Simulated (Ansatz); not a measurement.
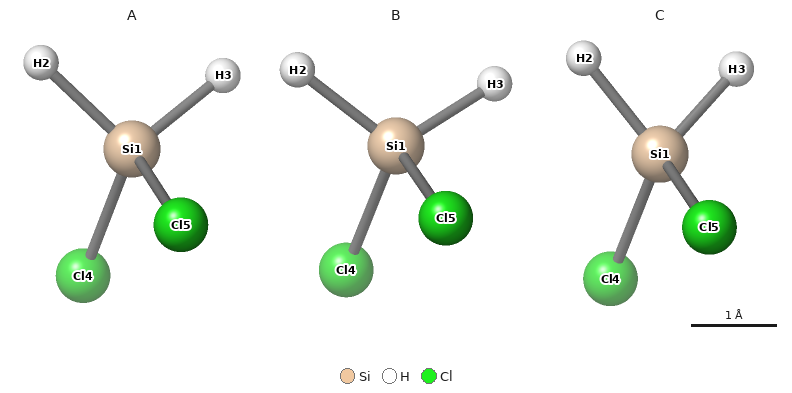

3 geometries from one relaxation of SiH2Cl2, in shuffled order. A ball-and-stick model, seen from a free direction.

The run prepares an end point of a later path (reaction) calculation, from a guessed geometry.

The calculation used Ansatz, RKS PBE/def2-SVP. Settings: no spin polarisation; force threshold 0.03 eV/Å; at most 50 steps.

Question: Put them in the order of the run, from the start to the converged end.

Answer: C, A, B. They are steps 0, 1, 4, at +53.6 kJ/mol, +8.44 kJ/mol relative to the last. The largest moves after the best rigid fit, 0.32 Å, are those of H2 and H3. Largest moves by element: H 0.32 Å, Cl 0.11 Å, Si 0.10 Å. Among the contacts that change: Si1–H2 1.454 → 1.495 Å, Si1–Cl4 2.067 → 2.071 Å. Bond angles that change, for instance: H2–Si1–H3 82.8° → 112.3°, H2–Si1–Cl4 115.6° → 108.5°. The energy falls by 53.6 kJ/mol in 4 geometry steps. The largest force component goes from 1.6 to 0.0059 eV/Å. The run took 7.9 s on 1 thread of Arm Neoverse V1, on a shared host, peak memory 0.11 GiB.
